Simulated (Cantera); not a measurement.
Charge: 1 mol TiO2, 0.57 mol C, 14 mol H2, at 27.0 mbar.

These are equilibrium values from Cantera (NASA tables, ideal gas, pure condensed phases), not measurements of a reactor. Candidate condensed phases: C, C6H6, C7H8, C8H18, H2O, Ti, TiC, TiO, TiO2, Ti2O3, Ti3O5, Ti4O7; 113 gas species. Mutual solubility and eutectic melting of coexisting phases are not modelled. TiC: taken at fixed stoichiometry. Equilibrium is a limit: real reactors are often held back by kinetics, nucleation or transport.

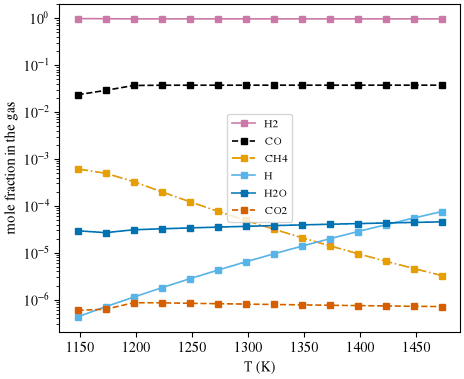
Equilibrium gas composition (values under 1e-9 drawn at 1e-9)

At 1148 K the condensed part is C(graphite) + Ti3O5(s). At 1173 K the condensed part is C(graphite) + TiC(s) + Ti3O5(s). At 1198 K the condensed part is TiC(s) + Ti2O3(s) + Ti3O5(s). From 1223 K to 1473 K the condensed part is TiC(s) + Ti2O3(s).
